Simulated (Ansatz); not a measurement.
```
atom    x (Å)    y (Å)    z (Å)
  Si  -0.1818  -0.0654  -0.3476
  Si  -0.7026   1.3053   1.8145
  Si  -0.6587  -2.3482  -0.2266
  Si   1.2860   0.9632  -1.8446
   F  -1.6375   0.6209  -0.6886
   H   0.5787   0.2446   1.1976
   F   1.4741  -0.5011   0.7561
   H   0.1275   1.4248   3.0431
   H  -0.8539   2.6301   1.1736
   H  -2.0022   0.6764   2.1380
   H  -0.9577  -2.6983   1.1870
   H  -1.8306  -2.6929  -1.0740
   H   0.5366  -3.1021  -0.6817
   H   0.5741   1.4165  -3.0682
   H   2.3458  -0.0123  -2.2052
   H   1.9025   2.1385  -1.1736
```

A transition-state structure; geometry: PBE0-D4/def2-TZVP.

Computed with RKS PBE0-D4/def2-TZVPP in Ansatz.

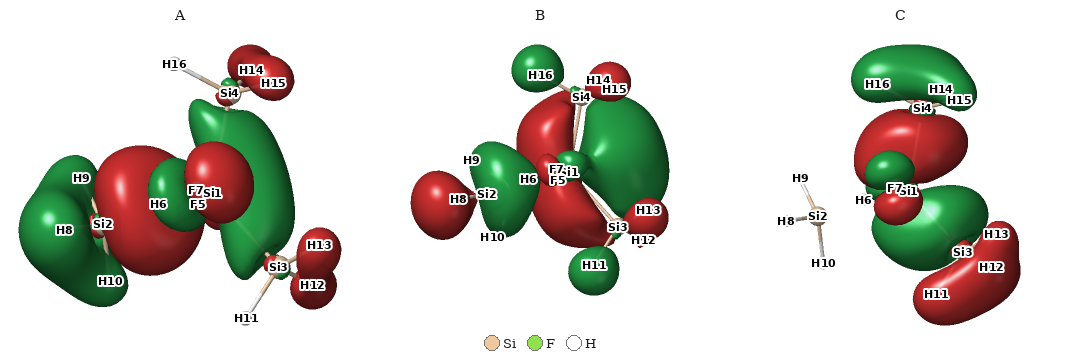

FH₆Si₃···H₃Si···H···F. Three frontier orbitals at ±0.06 Å⁻³ᐟ² (green and red are the two phases), in no order.

Q: Which picture is the HOMO−1, the HOMO and the LUMO?

A: A is the HOMO−1 (−8.29 eV). It lies mainly on Si2 (about 25 %), F7 (about 25 %), Si1 (about 15 %) and H6 (about 10 %). C is the HOMO (−7.94 eV). Its weight (Hirshfeld) is mainly on Si1 (about 30 %), Si3 (about 20 %), Si4 (about 20 %) and F5 (about 5 %). B is the LUMO (−1.39 eV). By Hirshfeld shares it lies mainly on Si1 (about 30 %), Si2 (about 15 %), Si3 (about 10 %) and Si4 (about 10 %).

Q: What is the HOMO–LUMO gap?

A: 6.55 eV between the orbital energies.
